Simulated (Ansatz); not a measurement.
## Geometry relaxation of HfNH4BrCl2O (part 2 of 2)

The same run, continued: HfNH4BrCl2O; RHF/def2-SVP (Ansatz 0.2.0). It belongs to a series of runs on one base structure; here: end point B relaxed.

Geometry of the input (Å):
```
Hf 0.3554  0.5258  -0.3331
O  -0.4259  0.1002  2.7971
H  -0.9470  -0.3665  3.4323
N  2.0650  0.0520  -1.2498
H  2.2620  -0.8026  -1.7429
H  2.8245  0.6994  -1.3879
Cl -1.0306  1.6983  -1.8627
Cl -0.6401  -1.6275  -0.1203
Br 1.2269  2.4183  1.3399
H  -0.0608  0.8840  3.2339
```

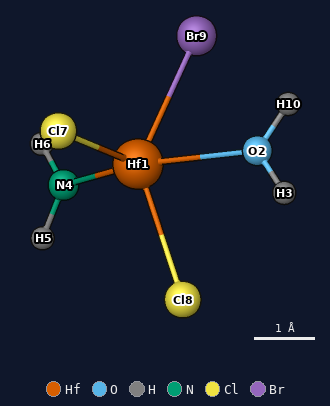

**Figure 1.** The geometry at step 15 of the log (ball-and-stick view, seen at a tilt; atoms are numbered from 1 in the order of the input).

Trajectory as extended XYZ, continued:
```
10
Properties=species:S:1:pos:R:3:forces:R:3 step=8 energy=-99869.89243
Hf    0.3256    0.5345    0.0285    0.2280   0.0202   0.0547
O    -0.3966    0.3237    2.2222    0.0170   0.0846   0.0047
H    -0.7994   -0.4703    2.5558    0.0063   0.0599   0.0675
N     1.9613    0.0583   -1.0398   -0.2355   0.0292   0.0464
H     2.0785   -0.7957   -1.5542    0.1201  -0.0194  -0.0615
H     2.7590    0.6581   -1.1435    0.1086  -0.0481  -0.0883
Cl   -1.3026    1.6557   -1.2987   -0.0870   0.0343  -0.0442
Cl   -0.4486   -1.7618    0.1634   -0.0965  -0.1759  -0.0276
Br    1.5966    2.4569    1.2539    0.0172   0.1385   0.0809
H    -0.1446    0.9219    2.9191   -0.0781  -0.1234  -0.0325
10
Properties=species:S:1:pos:R:3:forces:R:3 step=9 energy=-99869.90225
Hf    0.3400    0.5382    0.0355    0.0630   0.0149  -0.0214
O    -0.3684    0.3103    2.2318   -0.0302  -0.0473   0.0019
H    -0.8103   -0.4650    2.5606    0.0166   0.0327  -0.0003
N     1.9645    0.0512   -1.0456    0.0178  -0.0214  -0.0093
H     2.0967   -0.8188   -1.5355    0.0186   0.1014   0.0268
H     2.7645    0.6487   -1.1752   -0.0428  -0.0797  -0.0301
Cl   -1.2937    1.6573   -1.2966   -0.0059  -0.0098   0.0198
Cl   -0.4844   -1.7570    0.1346   -0.0088   0.0095   0.0106
Br    1.5574    2.5117    1.2604   -0.0084  -0.0078   0.0011
H    -0.1370    0.9047    2.9365   -0.0199   0.0075   0.0009
10
Properties=species:S:1:pos:R:3:forces:R:3 step=10 energy=-99869.90726
Hf    0.3749    0.5305    0.0523    0.0705   0.0331  -0.0233
O    -0.4042    0.3270    2.2328   -0.0310  -0.0549  -0.0520
H    -0.8543   -0.4499    2.5446   -0.0050   0.0155   0.0253
N     1.9713    0.0584   -1.0790   -0.0347  -0.0296   0.0027
H     2.0907   -0.8138   -1.5666    0.0128   0.0478   0.0073
H     2.7646    0.6533   -1.2461   -0.0024  -0.0156  -0.0075
Cl   -1.2912    1.6427   -1.2441   -0.0031  -0.0011   0.0197
Cl   -0.4181   -1.7736    0.1759    0.0047  -0.0090   0.0014
Br    1.6123    2.4781    1.2939   -0.0137  -0.0284  -0.0132
H    -0.2166    0.9286    2.9428    0.0018   0.0423   0.0397
10
Properties=species:S:1:pos:R:3:forces:R:3 step=11 energy=-99869.91567
Hf    0.4486    0.5064    0.0887    0.1570  -0.0109  -0.1224
O    -0.4888    0.3651    2.2354    0.0306   0.1057   0.0387
H    -0.9707   -0.4033    2.5182   -0.0123   0.0246   0.0600
N     1.9797    0.0791   -1.1604   -0.1895   0.0373   0.1694
H     2.0752   -0.7946   -1.6463    0.0054  -0.0658  -0.0524
H     2.7658    0.6650   -1.3782    0.0142   0.0650   0.0121
Cl   -1.2902    1.6117   -1.1183    0.0180  -0.0069   0.0270
Cl   -0.2503   -1.8248    0.2616    0.0308   0.0389   0.0146
Br    1.7425    2.3876    1.3584   -0.0292  -0.0675  -0.0134
H    -0.3826    0.9893    2.9473   -0.0250  -0.1206  -0.1336
10
Properties=species:S:1:pos:R:3:forces:R:3 step=12 energy=-99869.91781
Hf    0.5050    0.4778    0.1117    0.2031  -0.0987  -0.0897
O    -0.5536    0.3898    2.2276   -0.0308   0.2235   0.3100
H    -1.0710   -0.3577    2.5121    0.0872   0.1356  -0.0253
N     1.9988    0.0876   -1.2041   -0.3186   0.1434   0.1544
H     2.0637   -0.7659   -1.7290    0.0225  -0.1082  -0.0326
H     2.7502    0.6961   -1.4807   -0.0210   0.0244   0.0782
Cl   -1.2819    1.5834   -1.0326    0.0712  -0.0277   0.0204
Cl   -0.1279   -1.8670    0.3518    0.0668   0.1058  -0.0354
Br    1.8383    2.2939    1.4251   -0.0530  -0.0848  -0.0380
H    -0.4923    1.0434    2.9246   -0.0274  -0.3134  -0.3421
10
Properties=species:S:1:pos:R:3:forces:R:3 step=13 energy=-99869.90560 accepted=F
Hf    0.5416    0.4453    0.1380    0.2434  -0.0490  -0.4225
O    -0.6209    0.4216    2.2183    0.0163   0.4092   0.4210
H    -1.1282   -0.3244    2.5218    0.0552   0.1332  -0.0029
N     1.9462    0.1301   -1.3032    0.0507  -0.0244   0.4719
H     2.0623   -0.7507   -1.7796   -0.0808   0.0968  -0.0261
H     2.7454    0.7121   -1.5149   -0.3011  -0.0545   0.0295
Cl   -1.2620    1.5700   -0.9648    0.0337  -0.0387   0.0660
Cl    0.0128   -1.9185    0.4189    0.0545   0.1831   0.0049
Br    1.9337    2.1837    1.4842   -0.0498  -0.0994  -0.0417
H    -0.6016    1.1124    2.8879   -0.0220  -0.5563  -0.5001
10
Properties=species:S:1:pos:R:3:forces:R:3 step=14 energy=-99869.93063
Hf    0.5098    0.4502    0.1149    0.0702  -0.0476  -0.0472
O    -0.5880    0.4099    2.2178   -0.0009   0.0310   0.0464
H    -1.1158   -0.3128    2.5384    0.0372   0.0481  -0.0250
N     1.9750    0.0970   -1.2276   -0.0459   0.0309   0.0235
H     2.0829   -0.7510   -1.7587   -0.0106   0.0243   0.0234
H     2.7202    0.7303   -1.4669   -0.0425  -0.0241   0.0222
Cl   -1.2738    1.5625   -1.0217    0.0000   0.0070  -0.0038
Cl   -0.0719   -1.8931    0.3621    0.0126   0.0034   0.0100
Br    1.8674    2.2218    1.4515    0.0057  -0.0094   0.0069
H    -0.4764    1.0666    2.8966   -0.0258  -0.0634  -0.0565
10
Properties=species:S:1:pos:R:3:forces:R:3 step=15 energy=-99869.93291
Hf    0.5281    0.4317    0.1267    0.1247  -0.0237  -0.0320
O    -0.6203    0.4290    2.2074   -0.0115   0.0038   0.0229
H    -1.1566   -0.2862    2.5287    0.0184   0.0196  -0.0126
N     1.9653    0.1045   -1.2511    0.0203   0.0307  -0.0231
H     2.0764   -0.7371   -1.7937   -0.0172   0.0637   0.0554
H     2.6968    0.7521   -1.5000   -0.0871  -0.0683   0.0325
Cl   -1.2609    1.5546   -0.9932   -0.0185   0.0015  -0.0073
Cl    0.0042   -1.9182    0.4121   -0.0101   0.0152   0.0036
Br    1.9154    2.1595    1.4888   -0.0072  -0.0149  -0.0115
H    -0.5190    1.0916    2.8808   -0.0118  -0.0278  -0.0279
10
Properties=species:S:1:pos:R:3:forces:R:3 step=16 energy=-99869.93281 accepted=F
Hf    0.5495    0.4231    0.1370    0.0102  -0.0140  -0.0394
O    -0.6388    0.4403    2.1964    0.0283   0.0206   0.0144
H    -1.1711   -0.2759    2.5191   -0.0156  -0.0180  -0.0015
N     1.9616    0.1131   -1.2679    0.0867  -0.0109  -0.0339
H     2.0816   -0.7307   -1.8061   -0.0244   0.0968   0.0534
H     2.6824    0.7702   -1.5255   -0.1008  -0.0928   0.0281
Cl   -1.2597    1.5319   -0.9674    0.0014   0.0233  -0.0138
Cl    0.0207   -1.9214    0.4411    0.0299  -0.0054  -0.0093
Br    1.9508    2.1237    1.5141   -0.0057  -0.0035  -0.0080
H    -0.5478    1.1072    2.8658   -0.0099   0.0040   0.0100
10
Properties=species:S:1:pos:R:3:forces:R:3 step=17 energy=-99869.93367
Hf    0.5405    0.4278    0.1341    0.0487  -0.0096  -0.0313
O    -0.6239    0.4316    2.2043    0.0026   0.0228   0.0130
H    -1.1611   -0.2835    2.5220   -0.0094  -0.0115   0.0030
N     1.9631    0.1072   -1.2568    0.0587   0.0108  -0.0510
H     2.0734   -0.7340   -1.8000   -0.0124   0.0691   0.0515
H     2.6866    0.7602   -1.5147   -0.0777  -0.0731   0.0284
Cl   -1.2555    1.5463   -0.9818   -0.0095   0.0084  -0.0018
Cl    0.0152   -1.9195    0.4262    0.0025  -0.0042   0.0011
Br    1.9333    2.1431    1.5015    0.0027   0.0008  -0.0051
H    -0.5423    1.1022    2.8718   -0.0063  -0.0135  -0.0078
10
Properties=species:S:1:pos:R:3:forces:R:3 step=18 energy=-99869.93389
Hf    0.5483    0.4273    0.1377    0.0116   0.0037  -0.0252
O    -0.6317    0.4345    2.2011    0.0177   0.0356   0.0201
H    -1.1699   -0.2821    2.5131   -0.0131  -0.0160   0.0090
N     1.9594    0.1098   -1.2640    0.0817   0.0016  -0.0450
H     2.0707   -0.7347   -1.8017   -0.0132   0.0647   0.0392
H     2.6832    0.7612   -1.5250   -0.0791  -0.0667   0.0217
Cl   -1.2541    1.5476   -0.9690    0.0013   0.0020  -0.0013
Cl    0.0335   -1.9213    0.4386    0.0036  -0.0026  -0.0020
Br    1.9480    2.1350    1.5051   -0.0029  -0.0044  -0.0009
H    -0.5580    1.1043    2.8705   -0.0077  -0.0179  -0.0156
10
Properties=species:S:1:pos:R:3:forces:R:3 step=19 energy=-99869.93405
Hf    0.5544    0.4266    0.1404   -0.0088  -0.0014   0.0051
O    -0.6329    0.4343    2.2023    0.0106   0.0123   0.0032
H    -1.1752   -0.2812    2.5103   -0.0063  -0.0067   0.0067
N     1.9614    0.1084   -1.2635    0.0560   0.0094  -0.0649
H     2.0684   -0.7350   -1.8029   -0.0037   0.0410   0.0315
H     2.6754    0.7642   -1.5371   -0.0485  -0.0504   0.0213
Cl   -1.2503    1.5486   -0.9623    0.0059   0.0015  -0.0032
Cl    0.0438   -1.9227    0.4427    0.0016  -0.0010  -0.0001
Br    1.9566    2.1294    1.5091   -0.0031   0.0005   0.0019
H    -0.5724    1.1088    2.8676   -0.0036  -0.0052  -0.0015
10
Properties=species:S:1:pos:R:3:forces:R:3 step=20 energy=-99869.93412
Hf    0.5541    0.4285    0.1395   -0.0218  -0.0007   0.0121
O    -0.6268    0.4303    2.2069   -0.0097  -0.0088  -0.0107
H    -1.1719   -0.2844    2.5128    0.0054   0.0078   0.0005
N     1.9589    0.1087   -1.2652    0.0491  -0.0007  -0.0341
H     2.0698   -0.7387   -1.7964   -0.0044   0.0195   0.0119
H     2.6736    0.7623   -1.5394   -0.0243  -0.0212   0.0072
Cl   -1.2471    1.5536   -0.9658    0.0011   0.0006   0.0059
Cl    0.0428   -1.9212    0.4379   -0.0011  -0.0014   0.0025
Br    1.9535    2.1323    1.5086    0.0044   0.0059   0.0006
H    -0.5777    1.1101    2.8677    0.0014  -0.0009   0.0042
10
Properties=species:S:1:pos:R:3:forces:R:3 step=21 energy=-99869.93419
Hf    0.5535    0.4283    0.1394    0.0024   0.0016  -0.0041
O    -0.6307    0.4320    2.2040   -0.0032  -0.0002   0.0041
H    -1.1712   -0.2849    2.5127    0.0012  -0.0002  -0.0020
N     1.9603    0.1086   -1.2652   -0.0132   0.0036   0.0137
H     2.0696   -0.7387   -1.7957    0.0067   0.0002  -0.0056
H     2.6735    0.7626   -1.5398    0.0036  -0.0044  -0.0057
Cl   -1.2473    1.5545   -0.9649    0.0014  -0.0003   0.0011
Cl    0.0429   -1.9215    0.4398    0.0004  -0.0003   0.0002
Br    1.9536    2.1325    1.5081   -0.0011  -0.0003   0.0003
H    -0.5750    1.1079    2.8683    0.0019   0.0003  -0.0021
```

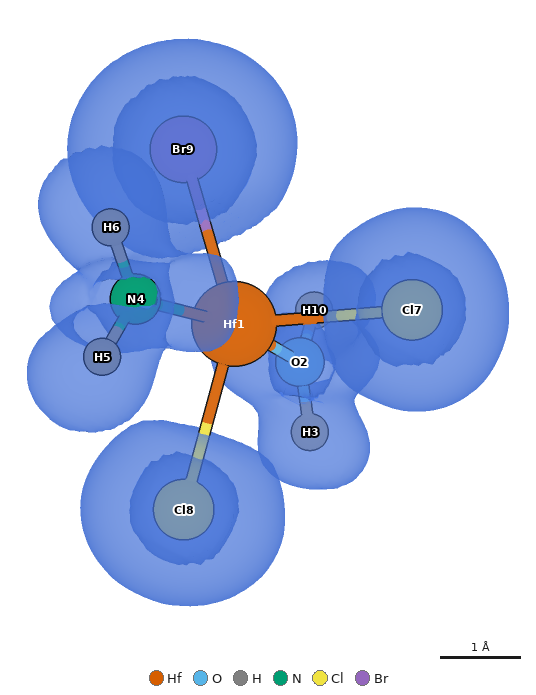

**Figure 2.** Isosurface of the ELF at 0.75 (blue), seen at an oblique angle. Only the valence region is drawn (cores and ρ < 0.01 e/Å³ removed). Along the contacts the grid gives the following. Hf–N (2.01 Å): the ELF peaks at about 0.90 in the valence shell of N, 0.6 Å from its nucleus, and is about 0.30 at the midpoint. Hf–O (2.38 Å): the ELF peaks at about 0.90 in the valence shell of O, 0.6 Å from its nucleus, and drops to about 0.10 between the two atoms, which marks ionic bonding with no shared pair.

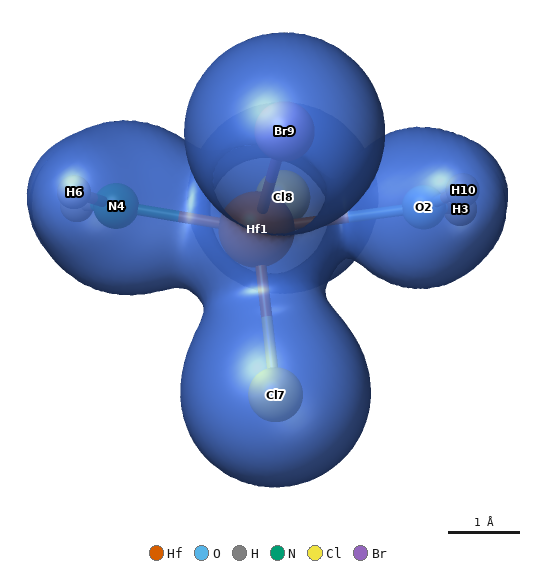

**Figure 3.** Isosurface of the electron density at 0.15 e/Å³ (blue), seen from the side. At this value the surface is in one piece. On the grid the lowest density along these lines, outside the cores, is 0.84 e/Å³ (Hf–N, 2.01 Å), 0.28 e/Å³ (Hf–O, 2.38 Å), 0.51 e/Å³ (Hf–Cl, 2.39 Å) and 0.42 e/Å³ (Hf–Br, 2.60 Å).

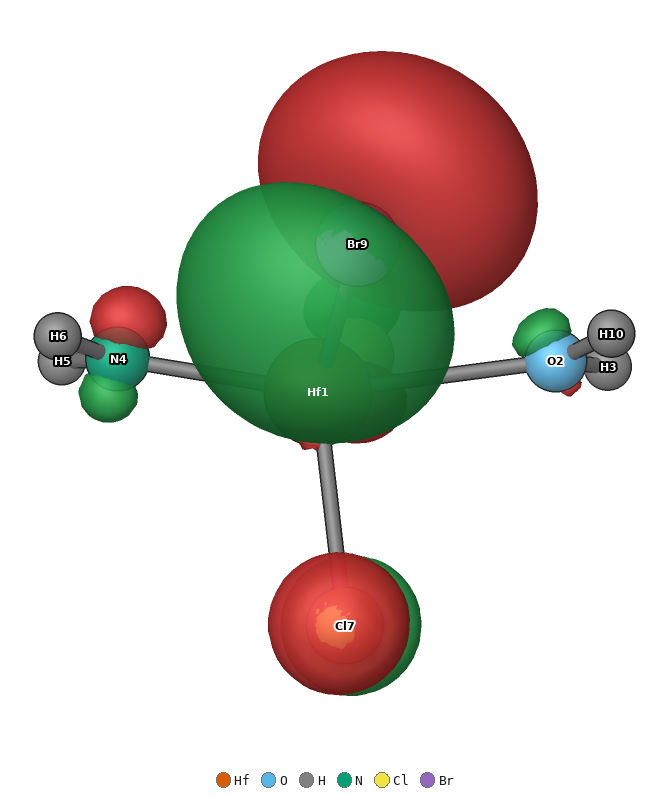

**Figure 4.** The HOMO−1 at ±0.08 Å⁻³ᐟ² (green and red are the two phases), seen from the side. Its energy is −11.28 eV.

Summary:

| quantity | value |
| --- | --- |
| outcome | converged |
| total energy | −99869.9342 eV |
| mean-field energy | −99869.9342 eV |
| largest force (length of the vector) at the end | 0.019 eV/Å |
| wall time | 69 s (CPU time 4.1 min) |
| peak memory | 0.51 GiB |
